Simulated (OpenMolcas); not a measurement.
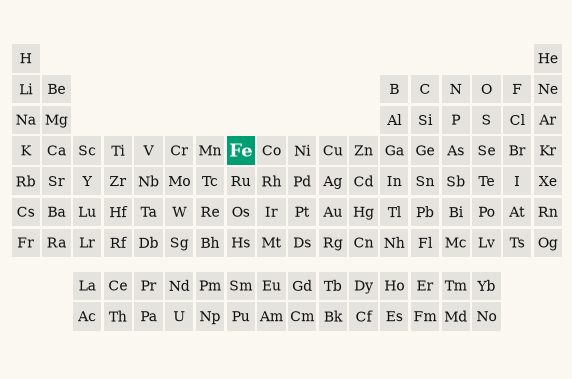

Fig. 1: The place of iron in the periodic table.

**Fe⁷⁺: multiconfigurational calculation**

System: Fe⁷⁺.
Method: state-averaged CASSCF, active space 1 electron in the shell 3d, basis ANO-RCC-MB, DKH4 scalar Hamiltonian, spin-orbit coupling by RASSI with atomic mean-field integrals (OpenMolcas).

### Input file
```
&GATEWAY
Coord
1

Fe 0.0 0.0 0.0
Basis=ANO-RCC-MB
Group=XYZ
NoMove
AngMom=0.0 0.0 0.0
AMFI
&SEWARD
Relativistic=R04O02
&RASSCF
FileOrb=start.orb
Symmetry=1
Spin=2
nActEl=1 0 0
Inactive=6 3
Ras2=5 0
CIRoot=5 5 1
SDav=5
CIMx=300
Iter=88 100
PrWF=0.3
OrbListing=Nothing
MaxOrb=0
Atom
>>> COPY $Project.JobIph JOB001
```

The file start.orb holds starting orbitals from an earlier step.

Command:
```bash
OMP_NUM_THREADS=1 MOLCAS_MEM=2252 MOLCAS_PROJECT=a pymolcas a.inp > a.log  # once for each step of the input, in one work folder
```

### Log (extracts)
```
--- SEWARD ---
Basis set label: FE.ANO-RCC...4S3P1D.

      Electronic valence basis set:
      ------------------
      Associated Effective Charge  26.000000 au
      Associated Actual Charge     26.000000 au
      Nuclear Model: Point charge

      Shell  nPrim  nBasis  Cartesian Spherical Contaminant
         s      21       4        X
         p      15       3        X
         d      10       1                 X
Relativistic=R04O02
                  Relativistic Douglas-Kroll-Hess integrals:
                    - DKH order of Hamiltonian: 4
                    - DKH order of Properties : 2
--- RASSCF ---

         Deleted:   0   0
 Basis functions:   9   9
  Have you used a too small basis set?
 ********************************************
--- Stop Module: rasscf at  /rc=_RC_INPUT_ERROR_ ---
.####################.
.# User input error #.
.####################.
```

### What the run reported

| quantity | value |
| --- | --- |
| outcome | refused by the program |
| hardware | 1 CPU thread, shared host |

### Diagnosis

One thing in this input was made wrong on purpose: swapped irreps. The program refused the input; the driver noted: RASSCF spin 2: _RC_INPUT_ERROR_.
